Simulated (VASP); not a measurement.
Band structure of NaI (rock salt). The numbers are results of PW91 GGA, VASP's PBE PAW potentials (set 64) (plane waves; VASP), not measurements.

Unless said otherwise, spin-orbit coupling is left out, though it shifts the bands of the heavy elements here.

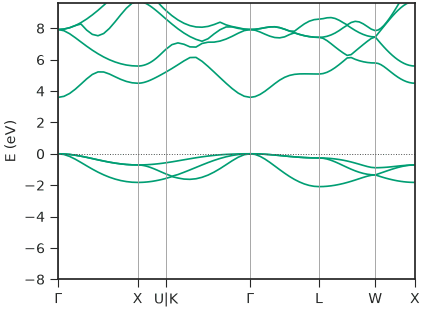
Figure: Bands along high-symmetry lines, zero at the valence-band maximum or, without a gap, the Fermi level

Task: Read the plot: is there a gap, and where are the band edges?

Result: The gap is direct, 3.60 eV, from the valence maximum at Γ to the conduction minimum at Γ. (Edges off the drawn lines would not show.)

Measured: gap 5.90 eV (computed value off by -2.30 eV), as given by Abedi et al., (2022), arXiv:2211.14644.

The compound is NaI in the rock salt structure. It was relaxed first.
